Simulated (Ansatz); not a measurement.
Input file:

```
crystal:
  periodic: [false, false, false]
  atoms:
    - {symbol: C, position_ang: [0.348551, 1.578102, -0.438084]}
    - {symbol: O, position_ang: [-0.487443, 0.544596, 0.033373]}
    - {symbol: Si, position_ang: [-0.083389, -1.039459, -0.082183]}
    - {symbol: S, position_ang: [-1.466120, -2.215746, 1.012027]}
    - {symbol: H, position_ang: [-0.058127, 2.529005, -0.091002]}
    - {symbol: H, position_ang: [1.371649, 1.477137, -0.056959]}
    - {symbol: H, position_ang: [0.383616, 1.593897, -1.532935]}
    - {symbol: H, position_ang: [1.303040, -1.214805, 0.428119]}
    - {symbol: H, position_ang: [-0.176071, -1.534847, -1.479650]}
    - {symbol: H, position_ang: [-1.052608, -1.769077, 2.210194]}
basis:
  gaussian: {orbitals: def2-TZVPP}
hamiltonian: {xc: pbe0, dispersion: d4}
output: {orbitals: {seedname: orbitals}}
```

Command:

```sh
ansatz run in.yaml --threads 2 --pin off --events-out ev --progress --plain --max-ram 22528MiB --backend cpu
```

Geometry: PBE0-D4/def2-TZVP.

These are results of RKS PBE0-D4/def2-TZVPP in Ansatz, not measurements.

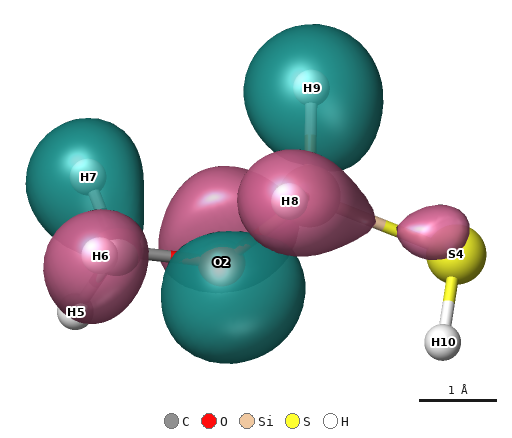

CH6OSSi (SMILES CO[SiH2]S). The HOMO−1 at ±0.1 Å⁻³ᐟ² (teal and pink are the two phases), seen across its widest extent.

What is the character of this orbital?

Answer. Its weight (Hirshfeld) is mainly on O2 (about 50 %), Si3 (about 10 %), C1 (about 10 %), H9 (about 10 %) and H7 (about 5 %). Its energy is −8.34 eV.
